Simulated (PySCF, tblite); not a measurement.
**C3H10N3Si2 radical: geometry, infrared bands and EPR parameters**

Wanted: the infrared bands and EPR parameters of C3H10N3Si2 radical (`NCC#C[Si@@H](N)[SiH]N`), by calculation.

Computed with tblite 0.8.0 and PySCF 2.14.0, with density-fitted response routines of our own, on a single molecule in the gas phase. Atoms are numbered from 0 throughout.

## Step 1: The starting structure

18 atoms, charge 0, multiplicity 2; geometry from: force field or distance geometry start.

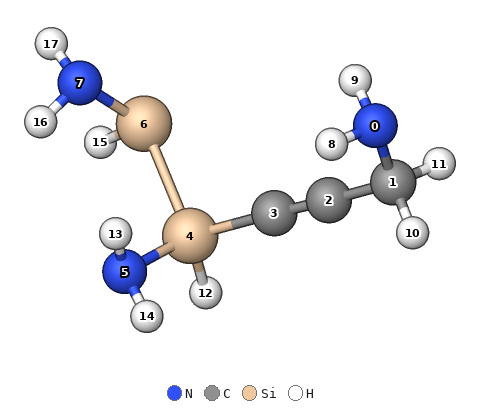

The starting geometry (nitrogen blue, carbon grey, silicon light orange, hydrogen white), atoms numbered.

## Step 2: Optimising the geometry with GFN2-xTB

Job settings and geometry (Å):

```
{"job": {"kind": "relax", "xc": "GFN2-xTB", "basis": "xTB"}, "charge": 0, "multiplicity": 2}
N      3.384700     0.902300     1.201400
C      3.128500    -0.504300     0.946300
C      1.732400    -0.723400     0.619100
C      0.564200    -0.874700     0.330900
Si    -1.241900    -1.128800    -0.060300
N     -2.146600    -0.674200     1.313400
Si    -1.825900     0.291700    -1.885600
N     -2.380700     1.813400    -1.307100
H      2.759500     1.211100     1.949600
H      3.090200     1.429900     0.380400
H      3.398400    -1.085400     1.846600
H      3.774600    -0.853800     0.142100
H     -1.552600    -2.543700    -0.348500
H     -1.900000     0.289000     1.545100
H     -1.824100    -1.222600     2.106100
H     -3.004600    -0.274300    -2.573000
H     -3.116400     1.652100    -0.613100
H     -2.848500     2.302200    -2.070700
```

The run is started by

```
$ OMP_NUM_THREADS=1 python probes_run.py task.json out
```

One launch serves the whole session: the jobs run in the order shown.

Log:

```text
step      E/eV     max force
  0    -642.50269    2.217
  1    -642.60682    1.781
  2    -642.62381    2.622
  3    -642.69062    0.626
  4    -642.72310    0.612
  5    -642.76357    0.950
  6    -642.79621    0.672
  7    -642.82447    0.463
  8    -642.84024    0.365
  9    -642.85267    0.332
 10    -642.86209    0.260
 11    -642.86914    0.199
 12    -642.87398    0.160
 13    -642.87699    0.146
 14    -642.87963    0.109
 15    -642.88125    0.089
 16    -642.88224    0.096
 17    -642.88334    0.096
 18    -642.88482    0.084
 19    -642.88657    0.122
 20    -642.88809    0.111
 21    -642.88899    0.060
 22    -642.88952    0.051
 23    -642.88999    0.047
 24    -642.89051    0.059
 25    -642.89115    0.068
 26    -642.89196    0.071
 27    -642.89289    0.075
 28    -642.89386    0.078
 29    -642.89476    0.088
 30    -642.89555    0.077
 31    -642.89622    0.065
 32    -642.89674    0.049
 33    -642.89713    0.045
 34    -642.89751    0.046
 35    -642.89801    0.055
 36    -642.89869    0.066
 37    -642.89954    0.082
 38    -642.90055    0.086
 39    -642.90182    0.086
 40    -642.90342    0.095
 41    -642.90507    0.096
 42    -642.90631    0.077
 43    -642.90710    0.057
 44    -642.90766    0.053
 45    -642.90817    0.062
 46    -642.90865    0.069
 47    -642.90919    0.085
 48    -642.90969    0.066
 49    -642.91026    0.047
 50    -642.91058    0.051
 51    -642.91115    0.061
 52    -642.91198    0.058
 53    -642.91292    0.062
 54    -642.91388    0.077
 55    -642.91462    0.095
 56    -642.91535    0.078
 57    -642.91615    0.084
 58    -642.91687    0.075
 59    -642.91720    0.217
 60    -642.91821    0.079
 61    -642.91911    0.072
 62    -642.92039    0.089
 63    -642.92117    0.091
 64    -642.92180    0.083
 65    -642.92242    0.065
 66    -642.92301    0.109
 67    -642.92390    0.147
 68    -642.92468    0.101
 69    -642.92602    0.084
 70    -642.92645    0.119
 71    -642.92720    0.110
 72    -642.92874    0.057
 73    -642.92924    0.061
 74    -642.92964    0.051
 75    -642.92987    0.044
 76    -642.93015    0.045
 77    -642.93047    0.056
 78    -642.93094    0.070
 79    -642.93121    0.056
 80    -642.93144    0.035
 81    -642.93166    0.049
 82    -642.93198    0.075
 83    -642.93248    0.088
 84    -642.93332    0.088
 85    -642.93436    0.078
 86    -642.93549    0.088
 87    -642.93662    0.106
 88    -642.93753    0.081
 89    -642.93842    0.095
 90    -642.93959    0.083
 91    -642.94115    0.096
 92    -642.94243    0.089
 93    -642.94411    0.107
 94    -642.94500    0.097
 95    -642.94577    0.106
 96    -642.94713    0.082
 97    -642.94818    0.072
 98    -642.94966    0.082
 99    -642.95144    0.117
100    -642.95339    0.146
101    -642.95541    0.117
102    -642.95621    0.131
103    -642.95763    0.116
104    -642.95838    0.057
105    -642.95994    0.123
106    -642.96061    0.192
107    -642.96134    0.142
108    -642.96224    0.096
109    -642.96272    0.130
110    -642.96342    0.113
111    -642.96496    0.131
112    -642.96450    0.156
113    -642.96604    0.060
114    -642.96639    0.062
115    -642.96717    0.089
116    -642.96830    0.126
117    -642.96971    0.152
118    -642.97155    0.102
119    -642.97133    0.211
120    -642.97331    0.050
121    -642.97382    0.053
122    -642.97477    0.107
123    -642.97540    0.052
124    -642.97642    0.048
125    -642.97756    0.050
126    -642.97812    0.073
127    -642.97867    0.074
128    -642.97911    0.071
129    -642.97967    0.079
130    -642.98020    0.043
131    -642.98070    0.044
132    -642.98106    0.044
133    -642.98133    0.054
134    -642.98173    0.055
135    -642.98266    0.064
136    -642.98341    0.091
137    -642.98455    0.114
138    -642.98584    0.114
139    -642.98767    0.104
140    -642.98969    0.148
141    -642.98206    0.650
142    -642.99346    0.132
143    -642.99577    0.118
144    -642.97583    1.365
145    -642.99993    0.101
146    -643.00276    0.120
147    -642.96867    1.655
148    -643.00590    0.166
149    -643.00736    0.246
150    -643.00688    0.411
151    -643.00708    0.288
152    -643.00689    0.325
153    -643.00742    0.248
154    -643.00788    0.217
155    -643.00999    0.158
156    -643.01532    0.238
157    -642.96576    1.860
158    -643.02360    0.340
159    -643.03002    0.182
160    -642.93779    2.103
161    -643.03650    0.138
162    -643.03994    0.102
163    -643.04209    0.442
164    -643.04457    0.129
165    -643.04532    0.102
166    -643.04761    0.100
167    -643.04821    0.094
168    -643.04945    0.091
169    -643.05021    0.075
170    -643.05076    0.068
171    -643.05144    0.074
172    -643.05225    0.069
173    -643.05333    0.117
174    -643.05484    0.131
175    -643.05694    0.138
176    -643.05914    0.131
177    -643.06066    0.076
178    -643.06147    0.120
179    -643.06176    0.061
180    -643.06201    0.098
181    -643.06221    0.121
182    -643.06245    0.092
183    -643.06265    0.074
184    -643.06287    0.033
185    -643.06308    0.027
186    -643.06327    0.030
187    -643.06344    0.037
188    -643.06358    0.038
189    -643.06371    0.034
190    -643.06383    0.027
191    -643.06395    0.027
192    -643.06410    0.030
193    -643.06427    0.028
194    -643.06442    0.060
195    -643.06449    0.026
196    -643.06460    0.044
197    -643.06476    0.060
198    -643.06499    0.069
199    -643.06521    0.048
200    -643.06549    0.042
201    -643.06581    0.037
202    -643.06601    0.048
203    -643.06616    0.034
204    -643.06627    0.024
205    -643.06636    0.036
206    -643.06648    0.039
207    -643.06661    0.040
208    -643.06673    0.026
209    -643.06680    0.017
210    -643.06684    0.016
211    -643.06687    0.014
212    -643.06689    0.017
213    -643.06692    0.025
214    -643.06697    0.031
215    -643.06704    0.027
216    -643.06711    0.021
217    -643.06720    0.021
218    -643.06732    0.031
219    -643.06746    0.037
220    -643.06758    0.029
221    -643.06768    0.025
222    -643.06776    0.029
223    -643.06785    0.040
224    -643.06792    0.039
225    -643.06797    0.025
226    -643.06800    0.013
227    -643.06804    0.018
228    -643.06808    0.024
229    -643.06815    0.028
230    -643.06821    0.027
231    -643.06828    0.021
232    -643.06836    0.032
233    -643.06846    0.040
234    -643.06860    0.037
235    -643.06876    0.023
236    -643.06893    0.029
237    -643.06910    0.032
238    -643.06926    0.027
239    -643.06939    0.021
240    -643.06949    0.019
241    -643.06958    0.019
242    -643.06966    0.018
243    -643.06972    0.014
244    -643.06975    0.016
245    -643.06977    0.010
246    -643.06978    0.010
247    -643.06980    0.011
248    -643.06981    0.009
```

It took 2.2 s on 1 thread of Arm Neoverse V1, shared host; peak memory 0.18 GiB.

Along the way: (not every step is listed)

```csv
step,energy from step 0 (eV),largest force (eV/Å)
0,0.0000,2.2173
1,-0.1041,1.7807
2,-0.1211,2.6221
3,-0.1879,0.6265
4,-0.2204,0.6117
5,-0.2609,0.9501
6,-0.2935,0.6717
7,-0.3218,0.4632
8,-0.3375,0.3654
31,-0.3935,0.0651
54,-0.4112,0.0768
77,-0.4278,0.0562
100,-0.4507,0.1461
123,-0.4727,0.0517
146,-0.5001,0.1200
169,-0.5475,0.0750
192,-0.5614,0.0296
215,-0.5643,0.0273
238,-0.5666,0.0272
243,-0.5670,0.0136
244,-0.5671,0.0163
245,-0.5671,0.0105
246,-0.5671,0.0102
247,-0.5671,0.0112
248,-0.5671,0.0090
```

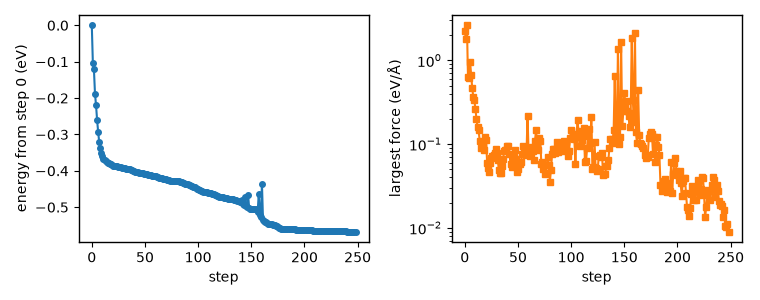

Energy and largest force along the relaxation.

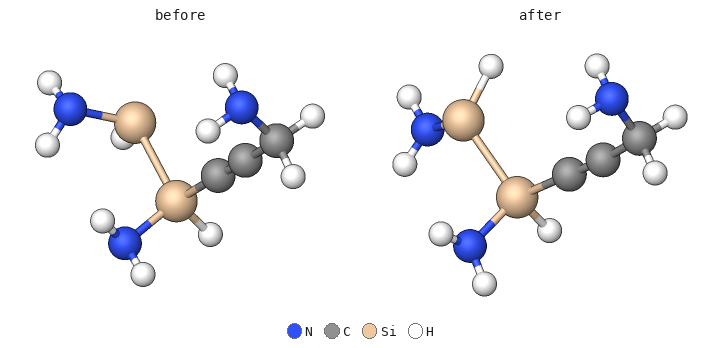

The geometry before (left) and after (right).

Distances of close pairs at the start and the end, largest changes first:

```csv
bond,before (Å),after (Å),change (Å)
Si4–Si6,2.385,2.284,-0.102
Si4–N5,1.707,1.736,+0.029
N7–H16,1.024,1.007,-0.017
Si6–N7,1.720,1.736,+0.016
N7–H17,1.020,1.006,-0.014
N5–H13,1.021,1.007,-0.014
N5–H14,1.016,1.007,-0.009
C1–H10,1.105,1.096,-0.009
```

The end geometry stands in the next job.

## Step 3: Infrared spectrum with GFN2-xTB

Job settings and geometry (Å):

```
{"job": {"kind": "ir", "xc": "GFN2-xTB", "basis": "xTB"}, "charge": 0, "multiplicity": 2}
N      3.630413     0.693893     0.934332
C      3.181076    -0.690579     0.806144
C      1.742580    -0.816994     0.603016
C      0.549513    -0.797546     0.428988
Si    -1.292323    -0.766502     0.182107
N     -2.185030    -0.478183     1.642814
Si    -1.688462     1.100522    -1.072400
N     -3.263913     0.974021    -1.789972
H      3.159803     1.136229     1.717981
H      3.381855     1.215141     0.099022
H      3.473832    -1.224505     1.717385
H      3.711580    -1.140492    -0.040730
H     -1.643868    -2.166526    -0.119424
H     -2.156872     0.435471     2.065663
H     -2.158123    -1.180700     2.363692
H     -0.860989     1.347392    -2.270215
H     -4.057315     0.783879    -1.200075
H     -3.532517     1.581796    -2.545583
```

Log:

```text
mode    cm-1     km/mol
  1      -5.0      0.16
  2      29.8      0.27
  3      43.0      0.03
  4      76.5      0.53
  5     111.7      1.12
  6     159.0      0.05
  7     170.8      1.15
  8     197.5      2.38
  9     207.4      2.95
 10     218.0     15.34
 11     244.9     20.45
 12     280.9     69.94
 13     345.5     11.99
 14     427.3     36.90
 15     456.5      4.83
 16     475.3    116.88
 17     498.6     23.04
 18     536.3    133.76
 19     577.5     84.77
 20     588.9    329.96
 21     637.2     65.97
 22     703.1    120.98
 23     804.2    119.54
 24     834.8    107.43
 25     856.0    133.58
 26     868.3    188.19
 27     871.4      2.15
 28     957.5    138.47
 29    1058.9    102.25
 30    1094.8      7.83
 31    1098.1      0.61
 32    1289.3     40.80
 33    1295.9      2.59
 34    1444.5      0.94
 35    1529.3     43.05
 36    1543.4     38.91
 37    1571.6     21.16
 38    2113.2    338.37
 39    2120.4    491.16
 40    2300.5     78.46
 41    2919.6     33.27
 42    2933.4     53.05
 43    3380.1      7.63
 44    3408.4      9.21
 45    3476.2      0.97
 46    3479.1      5.77
 47    3508.3      6.77
 48    3516.3      1.68
```

Run time: 0.8 s. Hardware: 1 thread of Arm Neoverse V1, shared host; peak memory 0.18 GiB.

The strongest bands and the atoms that carry them (share of the mass-weighted mode):

```csv
cm⁻¹,km/mol,atoms
536,133.8,"H14 37 %, H13 30 %, N5 23 %"
589,330.0,"H12 58 %, Si4 24 %"
703,121.0,H12 83 %
856,133.6,"N5 42 %, Si4 30 %"
868,188.2,"N7 39 %, Si6 31 %"
958,138.5,"N0 37 %, H9 21 %, H8 21 %"
2113,338.4,"H15 80 %, H12 16 %"
2120,491.2,"H12 81 %, H15 16 %"
```

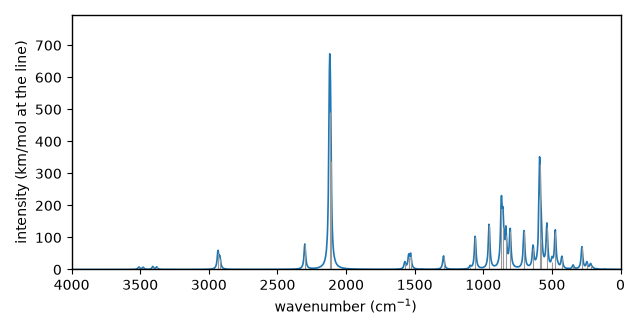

The infrared spectrum from these modes, unscaled. Lines are broadened to a width of 14 cm⁻¹ (Lorentzian).

## Step 4: EPR parameters: B3LYP/pcH-1

Same as in step 3 but for these lines:

```diff
@@ -1,2 +1,2 @@
-{"job": {"kind": "ir", "xc": "GFN2-xTB", "basis": "xTB"}, "charge": 0, "multiplicity": 2}
+{"job": {"kind": "epr", "basis": "pcH-1"}, "charge": 0, "multiplicity": 2}
 N      3.630413     0.693893     0.934332
```

Method: UKS B3LYP, pcH-1 on C H N Si, non-relativistic, mean-field spin-orbit, GIAO.

Log:

```text
UKS, coarse grid
  cycle   1  E = -863.44826613  |g| = 5.60e-01
  cycle   2  E = -863.28881633  |g| = 8.12e-01
  cycle   3  E = -863.57570807  |g| = 1.27e-01
  cycle   4  E = -863.58262709  |g| = 5.16e-02
  cycle   5  E = -863.58356809  |g| = 2.71e-02
  cycle   6  E = -863.58391592  |g| = 7.79e-03
  cycle   7  E = -863.58394282  |g| = 2.21e-03
  cycle   8  E = -863.58394565  |g| = 8.72e-04
UKS, final grid
  cycle   1  E = -863.58391922  |g| = 1.30e-03
  cycle   2  E = -863.58391762  |g| = 2.30e-03
  cycle   3  E = -863.58391997  |g| = 3.10e-04
  cycle   4  E = -863.58392002  |g| = 5.92e-05
  cycle   5  E = -863.58392002  |g| = 2.77e-05
E = -863.58392002 Eh   <S^2> = 0.7530 (exact 0.7500)
g shifts (ppm)      1          2          3
  rmc          -152       -152       -152
  gc              5         45         42
  oz_so         -80        550       1769
  total        -227        443       1659
hyperfine (MHz)  atom isotope    a_iso     a_fc   dipolar eigenvalues
    0   14N      -0.02      -0.02     -0.04     -0.02      0.06
    1   13C      -0.40      -0.40     -0.12     -0.08      0.20
    2   13C       1.95       1.96     -1.63     -0.68      2.31
    3   13C      -0.30      -0.30     -1.21      0.17      1.04
    4  29Si    -113.59    -113.76    -23.83     10.39     13.44
    5   14N      -1.23      -1.23     -0.37     -0.06      0.44
    6  29Si    -367.03    -367.81   -129.73     63.27     66.45
    7   14N       7.46       7.43    -10.65    -10.35     21.00
    8    1H       0.01       0.01     -0.49     -0.38      0.87
    9    1H      -0.02      -0.02     -0.55     -0.45      1.00
   10    1H       1.45       1.45     -0.37     -0.32      0.69
   11    1H       1.64       1.64     -0.38     -0.35      0.73
   12    1H      45.79      45.79     -2.45     -0.69      3.14
   13    1H      -0.76      -0.77     -2.65     -1.12      3.78
   14    1H      -2.51      -2.51     -1.31     -0.69      2.01
   15    1H      52.14      52.13     -7.03      0.66      6.37
   16    1H      -9.88      -9.91    -11.95     -4.04     15.98
   17    1H     -13.33     -13.36    -12.55     -3.42     15.97
```

It took 2.2 min on 1 thread of Arm Neoverse V1, shared host; peak memory 1.1 GiB.

Principal g values 2.00209, 2.00276, 2.00398; g(iso) = 2.00294, against 2.00232 for a free electron.

Hyperfine couplings; where a row names several nuclei, a(iso) is their mean (it holds for fast rotation or exchange) and the dipolar term the largest among them:

```csv
nuclei,isotope,a(iso) (MHz),"a(iso) (G, at g = 2.0023)",largest dipolar term (MHz)
Si6,29Si,-367.0,-131.0,-129.7
Si4,29Si,-113.6,-40.5,-23.8
H15,1H,52.1,18.6,-7.0
H12,1H,45.8,16.3,3.1
"H16, H17",1H,-11.6,-4.1,16.0
N7,14N,7.5,2.7,21.0
C2,13C,2.0,0.7,2.3
H11,1H,1.6,0.6,0.7
"H13, H14",1H,-1.6,-0.6,3.8
H10,1H,1.4,0.5,0.7
N5,14N,-1.2,-0.4,0.4
C1,13C,-0.4,-0.1,0.2
C3,13C,-0.3,-0.1,-1.2
N0,14N,0.0,0.0,0.1
```

Mulliken spin populations:

N0 0.00; C1 0.00; C2 0.01; C3 -0.01; Si4 0.08; N5 0.00; Si6 0.71; N7 0.17; H8 0.00; H9 0.00; H10 0.00; H11 0.00; H12 0.02; H13 0.00; H14 0.00; H15 0.02; H16 -0.01; H17 -0.01

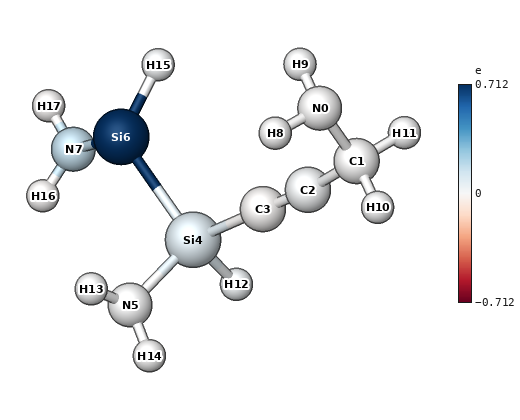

Mulliken spin populations, as colours on the atoms.

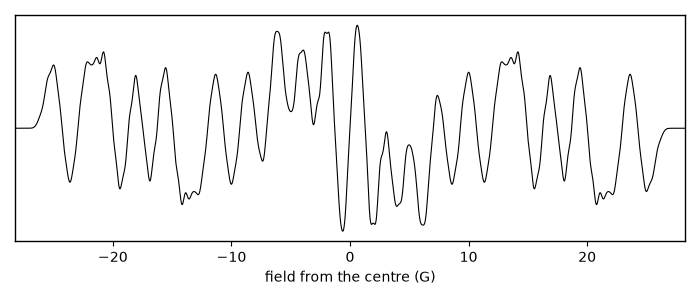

First-order isotropic spectrum (first derivative, main isotopes with spin only, couplings over 0.8 MHz, Gaussian width 0.3 G; couplings of the frozen geometry, rotation of groups not averaged beyond the rows shown).

The fields below are evaluated on a grid from the run's orbitals.

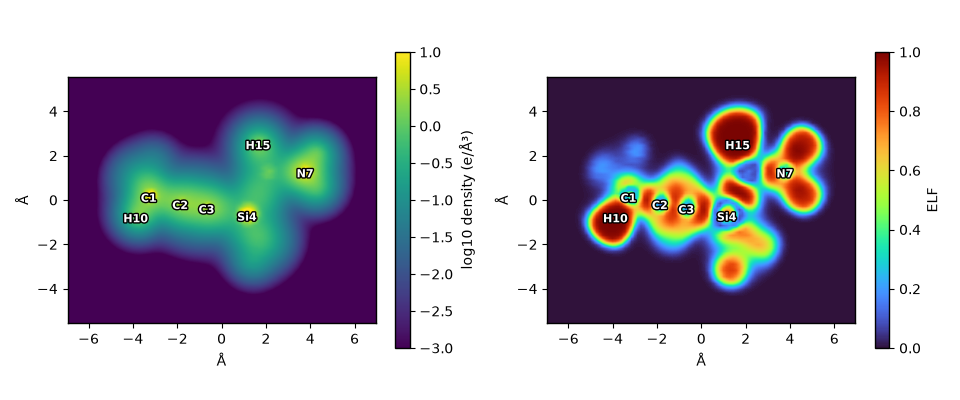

Density (left) and ELF (right) in a plane through or near 7 of the atoms.

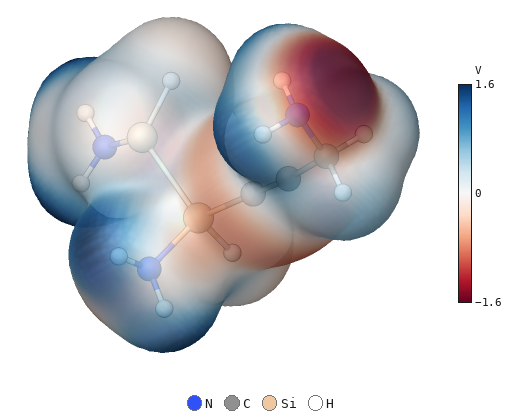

Electrostatic potential on the surface of density 0.002 e/bohr³; red is low, blue high. It runs from -1.60 V near N0 to 1.59 V near H17.

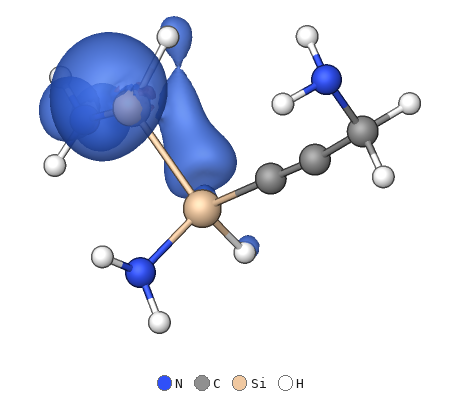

Spin density at ±0.03 e/Å³ (alpha excess blue, beta excess red).

## Step 5: Summary of results

| quantity | value |
| --- | --- |
| strongest single infrared mode (GFN2-xTB) | 2120 cm⁻¹, 491 km/mol |
| zero-point energy (GFN2-xTB) | 81.9 kcal/mol |
| g(iso) (B3LYP) | 2.00294 |
| ⟨S²⟩ | 0.753 (exact 0.75) |
| largest a(iso) (averaged by class) | 29Si on Si6, -367.0 MHz |
| potential on the surface of density 0.002 e/bohr³, 1st and 99th percentile | -1.60 V and 1.59 V |

What this shows: Relaxing lowered the energy by 0.567 eV in 248 steps; the close pair that moved most is Si4–Si6, from 2.385 to 2.284 Å. The lowest mode is slightly imaginary (5i cm⁻¹), a soft motion within the noise of the Hessian, so the minimum is not strictly shown. The strongest single mode, at 2120 cm⁻¹, moves mainly H12. Unscaled tight-binding wavenumbers are off by several per cent, some by more. Its intensities can rank the bands wrongly. Most of the unpaired spin sits on Si6 (0.71 e). The isotropic g lies 0.6 ppt above the free-electron value.
